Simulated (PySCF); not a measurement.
CH$_{8}$FNSi$_{2}$, SMILES `N[SiH](F)C[SiH3]`.

Method: B3LYP/6-311+G**; geometry: GFN2-xTB; program: PySCF. No frequency check shows the geometry to be a minimum. The basis has diffuse s and p functions alone, which still leaves polarisabilities too small, most of all across bonds.

Coordinates in Å:

```
N1       2.3392   -0.8159    0.0579
Si2      0.9220    0.0647   -0.3342
F3       0.9120    1.5326    0.3642
C4      -0.5886   -0.8667    0.3063
Si5     -2.2433   -0.0050   -0.0470
H6       2.3791   -1.3963    0.8784
H7       3.2445   -0.4265   -0.1432
H8       0.9568    0.3697   -1.7535
H9      -0.6027   -1.8621   -0.1347
H10     -0.4945   -1.0117    1.3832
H11     -3.3299   -0.8462    0.4698
H12     -2.2963    1.3001    0.6093
H13     -2.4092    0.1559   -1.4939
```

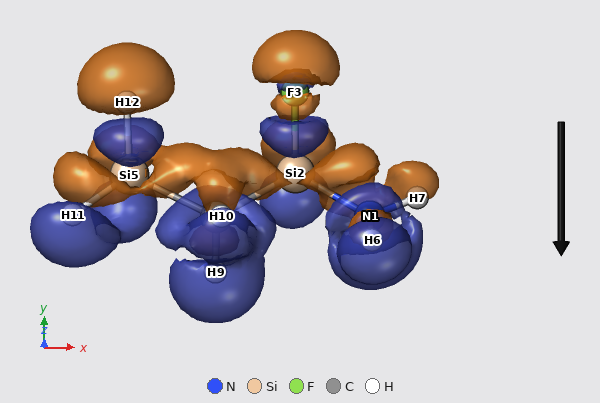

Change of the electron density in a uniform field of 0.51 V/Å along −y (arrow), surfaces at ±0.003 e/Å³ (orange: gain, blue: loss).

The field was applied in both directions; the picture shows the one opposite to the script's first.

What dipole is induced, and what polarisability does it imply?

The induced dipole is 1.62 D (along the field); α along this axis, from the fields in both directions, is 64 bohr³ (9.5 Å³).
